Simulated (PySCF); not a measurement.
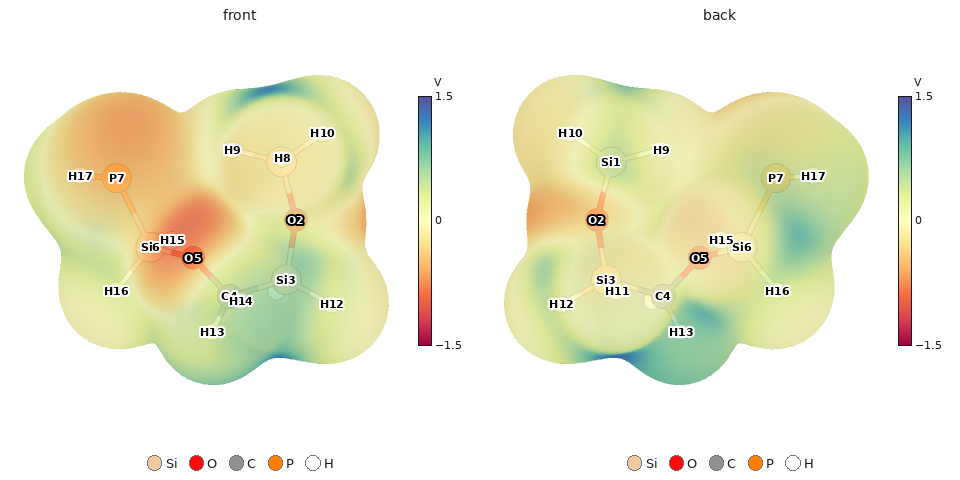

The picture shows: CH$_{10}$O$_{2}$PSi$_{3}$ (SMILES [SiH3]O[SiH2]CO[SiH2][PH]) (doublet). The electrostatic potential painted on the density surface at 0.001 e/bohr³, seen from the front and from behind; the colour scale runs from red (negative) to blue (positive).

Geometry: GFN2-xTB.

Theory: UKS B3LYP, pcH-1 on C H O P Si, non-relativistic, mean-field spin-orbit, GIAO (PySCF).

```yaml
atoms:
  - { symbol: Si, position_ang: [2.0832, 1.2117, 0.6406] }
  - { symbol: O, position_ang: [1.9136, -0.0648, -0.3621] }
  - { symbol: Si, position_ang: [1.1484, -1.3349, -0.9913] }
  - { symbol: C, position_ang: [-0.3731, -1.7301, 0.0998] }
  - { symbol: O, position_ang: [-0.9409, -0.5556, 0.6258] }
  - { symbol: Si, position_ang: [-1.9601, 0.4616, -0.0977] }
  - { symbol: P, position_ang: [-2.1632, 1.9626, 1.5173] }
  - { symbol: H, position_ang: [2.1931, 0.6951, 2.0016] }
  - { symbol: H, position_ang: [0.9315, 2.0959, 0.4685] }
  - { symbol: H, position_ang: [3.3273, 1.8153, 0.1668] }
  - { symbol: H, position_ang: [0.7269, -0.9479, -2.3366] }
  - { symbol: H, position_ang: [2.0809, -2.4574, -0.9600] }
  - { symbol: H, position_ang: [-1.1317, -2.2904, -0.4553] }
  - { symbol: H, position_ang: [-0.0873, -2.3432, 0.9603] }
  - { symbol: H, position_ang: [-1.4326, 1.0183, -1.3541] }
  - { symbol: H, position_ang: [-3.2131, -0.2274, -0.4529] }
  - { symbol: H, position_ang: [-3.1099, 2.7031, 0.8184] }
```

### Which sites attract a positive test charge, and which a negative one?

A positive charge is drawn to the negative regions and a negative charge to the positive ones. The most negative region (about −0.9 V, or −21 kcal/mol for a unit charge) lies over O5, the most positive (about +1.3 V, or +30 kcal/mol for a unit charge) over Si1 and Si3.
